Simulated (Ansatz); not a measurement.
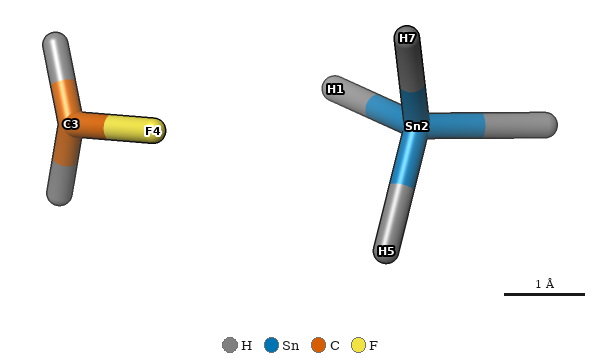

Fig. 1: The structure as given in the input (stick view, seen at a tilt; atoms are numbered from 1 in the order of the input). Sticks mark near contacts. Bond lengths as drawn: C–F 1.33 Å, C–H 1.08 Å and H–Sn 1.71 Å.

## Run report: CH₆FSn, nudged elastic band

CH₆FSn, multiplicity 2, computed with UHF/def2-SVP (Ansatz 0.2.0).

It belongs to a series of runs on one base structure; here: band between the two ends. Figures and captions count atoms from 1; the log counts them from 0 in places.

**Input**
```yaml
crystal:
  periodic: [false, false, false]
  atoms:
    - { symbol: H, position_ang: [-0.623705, 1.178351, -0.9068] }
    - { symbol: Sn, position_ang: [0.756626, 1.700154, -0.044575] }
    - { symbol: C, position_ang: [-0.98708, -2.309853, 0.09554] }
    - { symbol: F, position_ang: [-0.119655, -1.562886, 0.763262] }
    - { symbol: H, position_ang: [2.078562, 0.677616, -0.390333] }
    - { symbol: H, position_ang: [1.139228, 3.293193, -0.548398] }
    - { symbol: H, position_ang: [0.425701, 1.711111, 1.629645] }
    - { symbol: H, position_ang: [-2.022582, -2.062222, 0.283554] }
    - { symbol: H, position_ang: [-0.646895, -2.625364, -0.881795] }
magnetization:
  spin_polarized: true
  initial_magnetization: 1
basis:
  gaussian: { orbitals: def2-SVP }
hamiltonian:
  xc: hf
neb:
  order_check: false
  images: 5
  f_tol: 0.03
  max_iterations: 60
  final_atoms:
    - { symbol: H, position_ang: [-1.33582874, -0.76650859, -1.1347879] }
    - { symbol: Sn, position_ang: [1.27781144, 1.81054637, 0.91907345] }
    - { symbol: C, position_ang: [-1.1457947, -1.60866824, -0.47170394] }
    - { symbol: F, position_ang: [-0.29946289, -1.21789746, 0.51806315] }
    - { symbol: H, position_ang: [2.40082721, 0.79254319, 0.11902623] }
    - { symbol: H, position_ang: [-0.12402506, 2.00416023, -0.05085985] }
    - { symbol: H, position_ang: [1.99594302, 3.35517628, 1.1618201] }
    - { symbol: H, position_ang: [-2.08112499, -1.94681698, -0.02886216] }
    - { symbol: H, position_ang: [-0.68814529, -2.4224348, -1.03166908] }
  initial_path:
    images:
      - { positions_ang: [[-0.623705, 1.178351, -0.9068], [0.756626, 1.700154, -0.044575], [-0.98708, -2.309853, 0.09554], [-0.119655, -1.562886, 0.763262], [2.078562, 0.677616, -0.390333], [1.139228, 3.293193, -0.548398], [0.425701, 1.711111, 1.629645], [-2.022582, -2.062222, 0.283554], [-0.646895, -2.625364, -0.881795]] }
      - { positions_ang: [[-0.57531725, 0.69066288, -0.6121114], [0.73866096, 1.64998764, 0.14130376], [-0.9674809, -2.06499854, -0.01671166], [-0.23888606, -1.80611769, 0.77602622], [2.12213373, 0.71372346, -0.28917554], [0.79843895, 2.97082346, -0.69824073], [0.73329083, 2.13224162, 1.56548759], [-2.01886868, -1.8933376, 0.1094618], [-0.59177157, -2.39288524, -0.97594005]] }
      - { positions_ang: [[-0.52692951, 0.20297476, -0.3174228], [0.72069591, 1.59982128, 0.32718252], [-0.9478818, -1.82014408, -0.12896331], [-0.35811712, -2.04934937, 0.78879045], [2.16570546, 0.74983093, -0.18801807], [0.45764991, 2.64845392, -0.84808346], [1.04088065, 2.55337223, 1.50133018], [-2.01515536, -1.72445319, -0.06463041], [-0.53664815, -2.16040647, -1.0700851]] }
      - { positions_ang: [[-0.47854176, -0.28471336, -0.0227342], [0.70273087, 1.54965493, 0.51306128], [-0.9282827, -1.57528962, -0.24121497], [-0.47734818, -2.29258106, 0.80155467], [2.20927719, 0.78593839, -0.08686061], [0.11686086, 2.32608437, -0.99792618], [1.34847048, 2.97450285, 1.43717277], [-2.01144204, -1.55556879, -0.23872261], [-0.48152472, -1.92792771, -1.16423015]] }
      - { positions_ang: [[-0.76430409, -0.44531177, -0.39341877], [0.89442439, 1.63661874, 0.64839867], [-1.0007867, -1.58641583, -0.31804463], [-0.41805308, -1.93435319, 0.7070575], [2.27312719, 0.78813999, -0.01823166], [0.03656556, 2.21877633, -0.68223741], [1.56429466, 3.10139399, 1.34538855], [-2.03466969, -1.68598485, -0.16876913], [-0.55039824, -2.09276341, -1.12004313]] }
      - { positions_ang: [[-1.05006641, -0.60591018, -0.76410333], [1.08611791, 1.72358255, 0.78373606], [-1.0732907, -1.59754203, -0.39487428], [-0.35875799, -1.57612533, 0.61256032], [2.3369772, 0.79034159, 0.05039729], [-0.04372975, 2.11146828, -0.36654863], [1.78011884, 3.22828513, 1.25360433], [-2.05789734, -1.81640091, -0.09881565], [-0.61927177, -2.2575991, -1.07585611]] }
      - { positions_ang: [[-1.33582874, -0.76650859, -1.1347879], [1.27781144, 1.81054637, 0.91907345], [-1.1457947, -1.60866824, -0.47170394], [-0.29946289, -1.21789746, 0.51806315], [2.40082721, 0.79254319, 0.11902623], [-0.12402506, 2.00416023, -0.05085985], [1.99594302, 3.35517628, 1.1618201], [-2.08112499, -1.94681698, -0.02886216], [-0.68814529, -2.4224348, -1.03166908]] }
```

Run on 2 threads of Intel Xeon @ 2.60GHz (Ice Lake), 24 GiB of memory available, shared host.

Command:
```bash
ansatz run input.yaml --threads 2 --pin off --max-ram 3072MiB --backend cpu --events-out ev --progress --plain --runs-dir out
```

**The program's output**
```
Engine: ansatz 0.2.0, x86_64-unknown-linux-gnu
Functional definition: HF
  exchange = exact_x
  correlation = 0
1004 factors; integrals over basis functions are off by at most 4.1e-4 eV
mean field evaluation 1: about -9629.5825 eV, gradient 1.4e1 eV
mean field evaluation 2: about -9629.6692 eV, gradient 1.4e1 eV
mean field evaluation 4: about -9630.9281 eV, gradient 2.4e0 eV
mean field evaluation 8: about -9630.9732 eV, gradient 1.2e-1 eV
mean field -9630.97344993 eV, -353.9317461768 hartree, gradient 1.6e-5 eV, S^2 0.758937; 0 other end points of the search recorded, 0 dependent functions left out
the calculation of the forces begins
reference -9630.97344993 eV, -353.9317461768 hartree; 22, 21 occupied and 62, 63 virtual orbitals, 1004 factors
1005 factors; integrals over basis functions are off by at most 1.1e-3 eV
mean field evaluation 16: about -9630.7293 eV, gradient 1.5e1 eV
mean field -9632.03809702 eV, -353.9708712356 hartree, gradient 1.5e-5 eV, S^2 0.753126; 0 other end points of the search recorded, 0 dependent functions left out
[... from here on the field's lines of each further geometry are left out, up to the last ...]
NEB iter   1: max|band force component| = 1.608e1 eV/Å  barrier→ = 3.2671 eV  barrier← = 4.3318 eV  Δτ_max = 0.2000 Å  (333 SCF iters)
NEB iter   2: max|band force component| = 3.643e0 eV/Å  barrier→ = 0.9037 eV  barrier← = 1.9683 eV  Δτ_max = 0.2000 Å  (213 SCF iters)
NEB iter   3: max|band force component| = 1.953e0 eV/Å  barrier→ = 0.2655 eV  barrier← = 1.3302 eV  Δτ_max = 0.1936 Å  (195 SCF iters)
NEB iter   4: max|band force component| = 1.307e0 eV/Å  barrier→ = 0.1141 eV  barrier← = 1.1787 eV  Δτ_max = 0.1996 Å  (196 SCF iters)
NEB iter   5: max|band force component| = 9.364e-1 eV/Å  barrier→ = 0.3471 eV  barrier← = 1.4117 eV  Δτ_max = 0.2000 Å  (202 SCF iters)
NEB iter   6: max|band force component| = 4.511e0 eV/Å  barrier→ = 0.1310 eV  barrier← = 1.1956 eV  CI = image 3  Δτ_max = 0.2000 Å  (196 SCF iters)
NEB iter   7: max|band force component| = 1.216e0 eV/Å  barrier→ = 0.0998 eV  barrier← = 1.1644 eV  CI = image 2  Δτ_max = 0.1997 Å  (194 SCF iters)
NEB iter   8: max|band force component| = 1.651e0 eV/Å  barrier→ = 0.0825 eV  barrier← = 1.1472 eV  CI = image 2  Δτ_max = 0.1975 Å  (194 SCF iters)
NEB iter   9: max|band force component| = 1.346e0 eV/Å  barrier→ = 0.1099 eV  barrier← = 1.1746 eV  CI = image 2  Δτ_max = 0.2000 Å  (193 SCF iters)
NEB iter  10: max|band force component| = 2.657e0 eV/Å  barrier→ = 0.0987 eV  barrier← = 1.1633 eV  CI = image 3  Δτ_max = 0.2000 Å  (195 SCF iters)
NEB iter  11: max|band force component| = 2.192e0 eV/Å  barrier→ = 0.0918 eV  barrier← = 1.1565 eV  CI = image 2  Δτ_max = 0.2000 Å  (192 SCF iters)
NEB iter  12: max|band force component| = 2.002e0 eV/Å  barrier→ = 0.0931 eV  barrier← = 1.1577 eV  CI = image 2  Δτ_max = 0.2000 Å  (192 SCF iters)
NEB iter  13: max|band force component| = 2.501e0 eV/Å  barrier→ = 0.3732 eV  barrier← = 1.4379 eV  CI = image 3  Δτ_max = 0.2000 Å  (199 SCF iters)
NEB iter  14: max|band force component| = 2.007e0 eV/Å  barrier→ = 0.0869 eV  barrier← = 1.1516 eV  CI = image 3  Δτ_max = 0.2000 Å  (195 SCF iters)
NEB iter  15: max|band force component| = 2.369e0 eV/Å  barrier→ = 0.0629 eV  barrier← = 1.1275 eV  CI = image 2  Δτ_max = 0.1711 Å  (191 SCF iters)
NEB iter  16: max|band force component| = 2.411e0 eV/Å  barrier→ = 0.1397 eV  barrier← = 1.2044 eV  CI = image 3  Δτ_max = 0.2000 Å  (189 SCF iters)
NEB iter  17: max|band force component| = 2.614e0 eV/Å  barrier→ = 0.0643 eV  barrier← = 1.1289 eV  CI = image 2  Δτ_max = 0.1969 Å  (193 SCF iters)
NEB iter  18: max|band force component| = 2.244e0 eV/Å  barrier→ = 0.8440 eV  barrier← = 1.9086 eV  CI = image 3  Δτ_max = 0.2000 Å  (200 SCF iters)
NEB iter  19: max|band force component| = 1.606e0 eV/Å  barrier→ = 1.0101 eV  barrier← = 2.0748 eV  CI = image 3  Δτ_max = 0.1986 Å  (175 SCF iters)
NEB iter  20: max|band force component| = 1.490e0 eV/Å  barrier→ = 0.8826 eV  barrier← = 1.9473 eV  CI = image 3  Δτ_max = 0.1948 Å  (177 SCF iters)
NEB iter  21: max|band force component| = 1.218e0 eV/Å  barrier→ = 0.8154 eV  barrier← = 1.8800 eV  CI = image 3  Δτ_max = 0.1965 Å  (183 SCF iters)
NEB iter  22: max|band force component| = 1.142e0 eV/Å  barrier→ = 0.7777 eV  barrier← = 1.8423 eV  CI = image 3  Δτ_max = 0.1871 Å  (186 SCF iters)
NEB iter  23: max|band force component| = 7.063e-1 eV/Å  barrier→ = 0.7588 eV  barrier← = 1.8234 eV  CI = image 3  Δτ_max = 0.1422 Å  (184 SCF iters)
NEB iter  24: max|band force component| = 3.982e-1 eV/Å  barrier→ = 0.7206 eV  barrier← = 1.7853 eV  CI = image 3  Δτ_max = 0.1171 Å  (181 SCF iters)
NEB iter  25: max|band force component| = 2.715e-1 eV/Å  barrier→ = 0.7114 eV  barrier← = 1.7760 eV  CI = image 3  Δτ_max = 0.1492 Å  (187 SCF iters)
NEB iter  26: max|band force component| = 2.124e-1 eV/Å  barrier→ = 0.7058 eV  barrier← = 1.7704 eV  CI = image 3  Δτ_max = 0.0752 Å  (189 SCF iters)
NEB iter  27: max|band force component| = 1.864e-1 eV/Å  barrier→ = 0.7014 eV  barrier← = 1.7661 eV  CI = image 3  Δτ_max = 0.0704 Å  (184 SCF iters)
NEB iter  28: max|band force component| = 1.248e-1 eV/Å  barrier→ = 0.6993 eV  barrier← = 1.7639 eV  CI = image 3  Δτ_max = 0.0702 Å  (187 SCF iters)
NEB iter  29: max|band force component| = 9.500e-2 eV/Å  barrier→ = 0.6983 eV  barrier← = 1.7629 eV  CI = image 3  Δτ_max = 0.0799 Å  (185 SCF iters)
NEB iter  30: max|band force component| = 6.769e-2 eV/Å  barrier→ = 0.6978 eV  barrier← = 1.7624 eV  CI = image 3  Δτ_max = 0.0788 Å  (177 SCF iters)
NEB iter  31: max|band force component| = 7.286e-2 eV/Å  barrier→ = 0.6976 eV  barrier← = 1.7622 eV  CI = image 3  Δτ_max = 0.0395 Å  (180 SCF iters)
NEB iter  32: max|band force component| = 7.921e-2 eV/Å  barrier→ = 0.6974 eV  barrier← = 1.7621 eV  CI = image 3  Δτ_max = 0.0197 Å  (179 SCF iters)
NEB iter  33: max|band force component| = 6.419e-2 eV/Å  barrier→ = 0.6975 eV  barrier← = 1.7621 eV  CI = image 3  Δτ_max = 0.0197 Å  (178 SCF iters)
NEB iter  34: max|band force component| = 5.117e-2 eV/Å  barrier→ = 0.6973 eV  barrier← = 1.7619 eV  CI = image 3  Δτ_max = 0.0197 Å  (178 SCF iters)
the calculation of the forces begins
reference -9632.00144610 eV, -353.9695243391 hartree; 22, 21 occupied and 62, 63 virtual orbitals, 1004 factors
1004 factors; integrals over basis functions are off by at most 1.2e-3 eV
mean field evaluation 1344: about -9630.1693 eV, gradient 3.6e-1 eV
mean field -9630.27618861 eV, -353.9061222957 hartree, gradient 2.6e-5 eV, S^2 0.795712; 1 other end points of the search recorded, 0 dependent functions left out
the calculation of the forces begins
reference -9630.27618861 eV, -353.9061222957 hartree; 22, 21 occupied and 62, 63 virtual orbitals, 1004 factors
NEB iter  35: max|band force component| = 2.850e-2 eV/Å  barrier→ = 0.6973 eV  barrier← = 1.7619 eV  CI = image 3  Δτ_max = 0.0000 Å  (407 SCF iters)
```

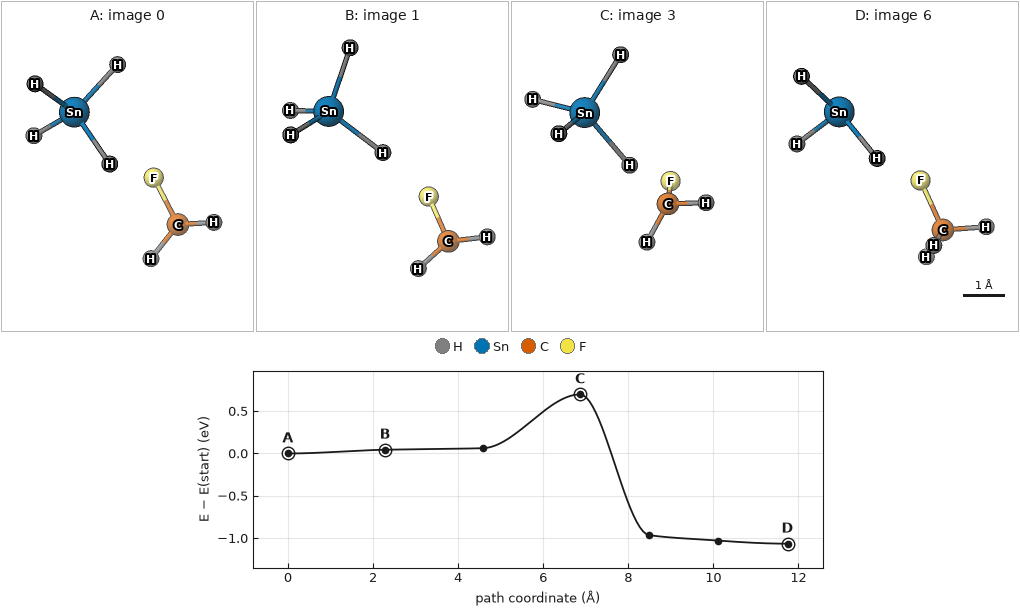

Fig. 2: Images of the last band (counted from 0; ball-and-stick, seen at a tilt) above the energy along the path; the line is a cubic interpolation that uses the forces. The highest image is number 3, 0.697 eV above the start and 1.762 eV above the end (the climbing image); the end lies 1.065 eV below the start. The path is 11.74 Å long. The band converged in 35 iterations.

```
Total energy: -9630.27618861 eV, -353.9061222957 hartree
Atom 0 at    -0.218594    -0.122159    -0.149014 Å, force     0.004945     0.012651    -0.000741 eV/Å
Atom 1 at     0.821114     1.420574     0.073091 Å, force    -0.001752    -0.002638     0.003017 eV/Å
Atom 2 at    -0.955969    -1.535130    -0.142697 Å, force    -0.011966     0.001232    -0.019278 eV/Å
Atom 3 at    -0.285075    -2.256241     0.751313 Å, force     0.010524    -0.010110     0.016163 eV/Å
Atom 4 at     2.482798     1.007004     0.048467 Å, force    -0.002188     0.000642    -0.001744 eV/Å
Atom 5 at     0.510399     2.548854    -1.180684 Å, force     0.001265    -0.000241     0.000984 eV/Å
Atom 6 at     0.448267     2.151579     1.577283 Å, force     0.002085     0.000026    -0.001089 eV/Å
Atom 7 at    -1.967445    -1.308024     0.177519 Å, force    -0.003645    -0.000760     0.000844 eV/Å
Atom 8 at    -0.835295    -1.906358    -1.155177 Å, force     0.000733    -0.000803     0.001845 eV/Å
Dipole moment:    -0.292132    -0.006918    -0.250100 e Å
this run last wrote the band of iteration 35 to [file]
```

**The last band as extended XYZ (Å, eV, eV/Å)**
```
9
Properties=species:S:1:pos:R:3:forces:R:3 image=0 energy=-9630.97345
H    -0.6237    1.1784   -0.9068   -0.0090  -0.0048  -0.0094
Sn    0.7566    1.7002   -0.0446    0.0002   0.0226  -0.0037
C    -0.9871   -2.3099    0.0955    0.0109   0.0104   0.0065
F    -0.1197   -1.5629    0.7633   -0.0121  -0.0210  -0.0255
H     2.0786    0.6776   -0.3903    0.0037   0.0007   0.0031
H     1.1392    3.2932   -0.5484    0.0010  -0.0102   0.0077
H     0.4257    1.7111    1.6296    0.0073  -0.0040  -0.0006
H    -2.0226   -2.0622    0.2836   -0.0124  -0.0027   0.0025
H    -0.6469   -2.6254   -0.8818    0.0103   0.0089   0.0192
9
Properties=species:S:1:pos:R:3:forces:R:3 image=1 energy=-9630.92917
H    -0.3534    0.8448    0.0577   -0.0046   0.0080  -0.0045
Sn    0.9544    1.9397    0.1325    0.0041  -0.0003   0.0010
C    -1.2472   -2.5900   -0.2133    0.0002  -0.0066  -0.0023
F    -0.2387   -2.3074    0.5926    0.0084   0.0039   0.0057
H     2.4327    1.0858    0.0970   -0.0003  -0.0066  -0.0027
H     0.8793    2.9978   -1.2095    0.0015   0.0027   0.0028
H     0.8565    2.8521    1.5745   -0.0042  -0.0011   0.0007
H    -2.2251   -2.4446    0.2258   -0.0008   0.0009  -0.0007
H    -1.0583   -2.3780   -1.2572   -0.0042  -0.0008   0.0001
9
Properties=species:S:1:pos:R:3:forces:R:3 image=2 energy=-9630.91139
H     0.3634    0.3492    1.0965    0.0098   0.0111   0.0191
Sn    0.9874    1.7183    0.2946    0.0042   0.0060   0.0023
C    -1.2132   -1.9949   -0.4335   -0.0254  -0.0033  -0.0335
F    -0.4664   -2.5686    0.4917    0.0173  -0.0097   0.0229
H     2.6604    1.5113    0.0152    0.0046   0.0067   0.0019
H     0.1872    1.9194   -1.2037   -0.0035  -0.0004  -0.0002
H     0.7349    3.1096    1.2551    0.0082   0.0109  -0.0006
H    -2.1789   -1.6548   -0.0850   -0.0084  -0.0053   0.0001
H    -1.0746   -2.3894   -1.4308   -0.0069  -0.0159  -0.0122
9
Properties=species:S:1:pos:R:3:forces:R:3 image=3 energy=-9630.27619
H    -0.2186   -0.1222   -0.1490    0.0049   0.0127  -0.0007
Sn    0.8211    1.4206    0.0731   -0.0018  -0.0026   0.0030
C    -0.9560   -1.5351   -0.1427   -0.0120   0.0012  -0.0193
F    -0.2851   -2.2562    0.7513    0.0105  -0.0101   0.0162
H     2.4828    1.0070    0.0485   -0.0022   0.0006  -0.0017
H     0.5104    2.5489   -1.1807    0.0013  -0.0002   0.0010
H     0.4483    2.1516    1.5773    0.0021   0.0000  -0.0011
H    -1.9674   -1.3080    0.1775   -0.0036  -0.0008   0.0008
H    -0.8353   -1.9064   -1.1552    0.0007  -0.0008   0.0018
9
Properties=species:S:1:pos:R:3:forces:R:3 image=4 energy=-9631.93770
H    -0.9753   -0.6675   -0.5109   -0.0469  -0.0379  -0.0256
Sn    1.1041    1.8370    0.1968    0.0129   0.0271   0.0099
C    -1.1361   -1.7057   -0.2287   -0.0121  -0.0122   0.0009
F    -0.1952   -2.0701    0.6779    0.0044   0.0210  -0.0043
H     2.6914    1.2075    0.0730    0.0108   0.0212   0.0023
H     0.8259    2.9903   -1.0428    0.0313   0.0266   0.0089
H     0.8656    2.5598    1.7315    0.0211   0.0173   0.0037
H    -2.1255   -1.8119    0.2135   -0.0097  -0.0328   0.0003
H    -1.0545   -2.3393   -1.1103   -0.0119  -0.0303   0.0038
9
Properties=species:S:1:pos:R:3:forces:R:3 image=5 energy=-9632.00145
H    -1.4799   -0.6808   -0.6979   -0.0158  -0.0016  -0.0075
Sn    1.2199    1.8441    0.6688   -0.0004  -0.0025   0.0209
C    -1.2269   -1.6932   -0.3872   -0.0077   0.0154  -0.0186
F    -0.0743   -1.6656    0.3293    0.0145   0.0108  -0.0030
H     2.7199    1.0762    0.3592   -0.0033   0.0018   0.0078
H     0.4814    2.2643   -0.8253   -0.0055  -0.0188   0.0089
H     1.4759    3.2710    1.5881    0.0196   0.0230  -0.0113
H    -2.0273   -2.0958    0.2314    0.0066  -0.0131   0.0007
H    -1.0884   -2.3201   -1.2664   -0.0082  -0.0151   0.0020
9
Properties=species:S:1:pos:R:3:forces:R:3 image=6 energy=-9632.03810
H    -1.3358   -0.7665   -1.1348   -0.0003  -0.0037   0.0032
Sn    1.2778    1.8105    0.9191    0.0058  -0.0047   0.0016
C    -1.1458   -1.6087   -0.4717    0.0032  -0.0018  -0.0030
F    -0.2995   -1.2179    0.5181    0.0009   0.0044   0.0039
H     2.4008    0.7925    0.1190   -0.0043   0.0030   0.0019
H    -0.1240    2.0042   -0.0509   -0.0034   0.0006  -0.0031
H     1.9959    3.3552    1.1618    0.0002  -0.0009  -0.0009
H    -2.0811   -1.9468   -0.0289    0.0024   0.0010  -0.0026
H    -0.6881   -2.4224   -1.0317   -0.0046   0.0022  -0.0009
```

**Key numbers**

| quantity | value |
| --- | --- |
| outcome | converged |
| barrier, forward | 0.697 eV |
| barrier, backward | 1.762 eV |
| wall time | 3.2 min (CPU time 5.8 min) |
| peak memory | 0.27 GiB |

The order of the saddle point was not checked.
